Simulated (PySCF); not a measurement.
| atom | x (Å) | y (Å) | z (Å) |
| --- | --- | --- | --- |
| C | 2.7436 | 1.9992 | 0.5808 |
| C | 2.7997 | 0.4871 | 0.7456 |
| C | 1.7151 | -0.2677 | -0.0286 |
| Si | -0.0563 | 0.0546 | 0.5169 |
| N | -1.0790 | -1.2277 | -0.0964 |
| Si | -2.8063 | -1.0883 | -0.0383 |
| N | -3.1136 | 0.5583 | 0.4425 |
| Si | -2.3035 | 2.0281 | -0.0477 |
| C | -2.7508 | 3.3635 | 1.1838 |
| N | -0.6178 | 1.6006 | -0.0822 |
| H | 3.5597 | 2.4933 | 1.1293 |
| H | 1.7925 | 2.4128 | 0.9518 |
| H | 2.8378 | 2.2872 | -0.4799 |
| H | 3.7929 | 0.1250 | 0.4287 |
| H | 2.7201 | 0.2360 | 1.8175 |
| H | 1.8768 | -1.3557 | 0.0718 |
| H | 1.7942 | -0.0517 | -1.1104 |
| H | -0.1384 | 0.0609 | 2.0099 |
| H | -0.6690 | -1.8776 | -0.7597 |
| H | -3.4896 | -1.9442 | 0.9841 |
| H | -3.3561 | -1.4831 | -1.3770 |
| H | -3.8852 | 0.6804 | 1.0918 |
| H | -2.6912 | 2.5087 | -1.4160 |
| H | -2.4800 | 3.0602 | 2.2069 |
| H | -3.8294 | 3.5887 | 1.1561 |
| H | -2.2115 | 4.2951 | 0.9502 |
| H | -0.0101 | 2.0951 | -0.7274 |

Geometry: PBE0-D3(BJ)/def2-SVP.

Computed with PBE0/pcSseg-1, SCF density, gas phase, non-relativistic (PySCF 2.14.0).

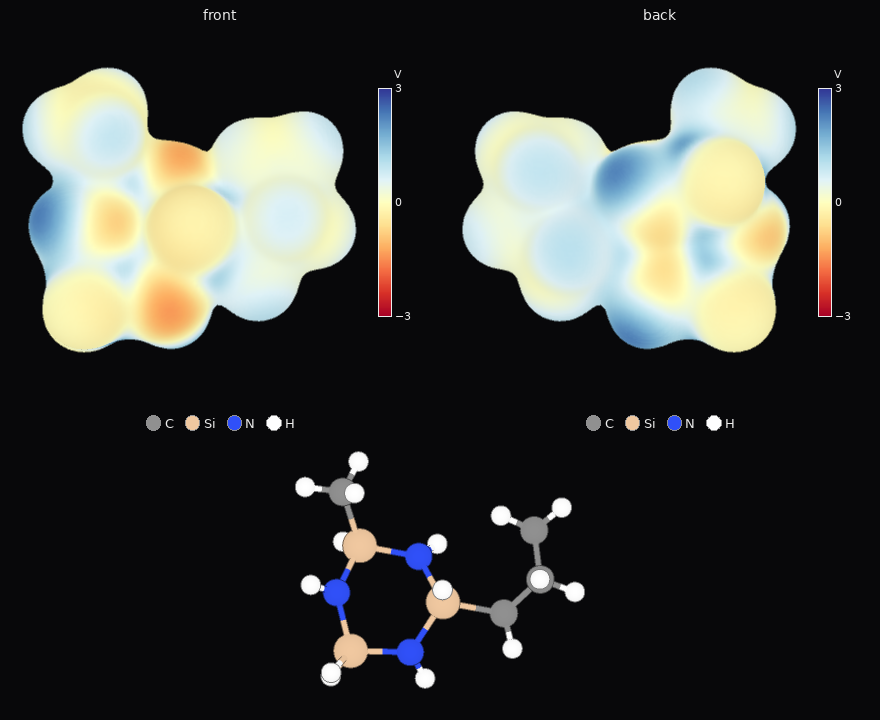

C4H17N3Si3. The molecular electrostatic potential painted on the density surface at 0.004 e/bohr³, seen from the front and from behind; red is negative and blue positive. The bare structure is drawn below in the same view.

### Which sites attract a positive test charge, and which a negative one?

A positive charge is drawn to the negative regions and a negative charge to the positive ones. The most negative region (about −1.2 V) lies over N5 and N10, the most positive (about +2.2 V) over H19, H22 and H27.
